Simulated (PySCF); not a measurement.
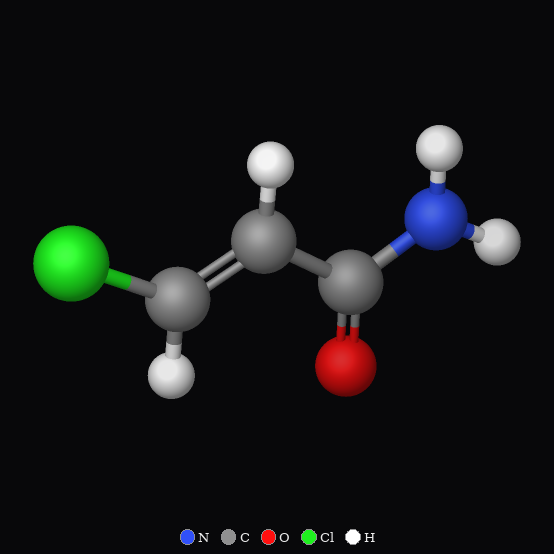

Computed geometry: PBE0-D3(BJ)/def2-SVP optimisation. No frequency run is at hand to confirm it as a minimum.

Give the structural formula.

SMILES: NC(=O)/C=C/Cl

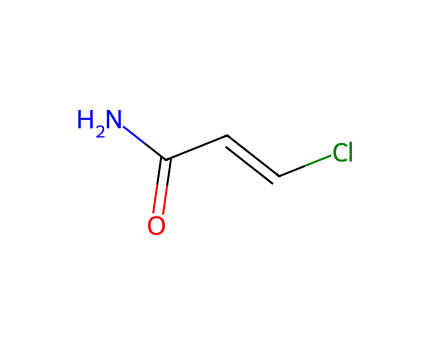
